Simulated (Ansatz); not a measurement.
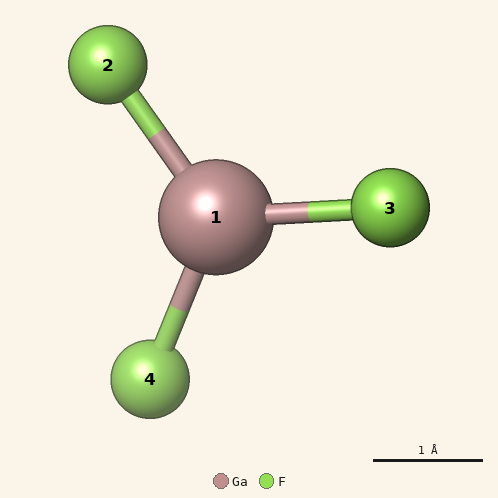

Simulated data, not a measurement (program: Ansatz).

Orthographic view. Distant atoms are faded towards the background colour. Geometry: a fixed input geometry, not necessarily a minimum.

Give the geometry as a Z-matrix, atoms in numerical order, with these reference atoms: 2 to 1; 3 to 1, 2; 4 to 1, 3, 2.

```
Ga 
F    1   1.731
F    1   1.731   2   120.0
F    1   1.730   3   120.0   2   180.0
```
